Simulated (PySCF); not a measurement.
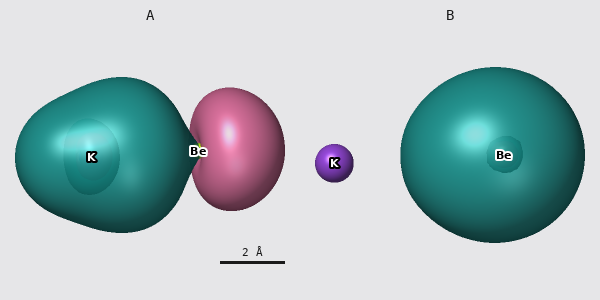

The picture shows: KBe (charge +1). Two frontier orbitals, each drawn at the value that holds 80 % of its norm (teal and pink are the two phases), in no order; of a degenerate pair one member is drawn.

Level of theory: PBE0/pcseg-2, non-relativistic, at a bond length of 3.491 Å in PySCF.

Label each orbital by symmetry, say whether it is occupied, and order them by energy.

Answer. Orbital B: σ, occupied, −10.72 eV; mainly on Be (90 %).
Orbital A: σ, empty, −5.82 eV; shared between the atoms (K 40 %, Be 60 %).
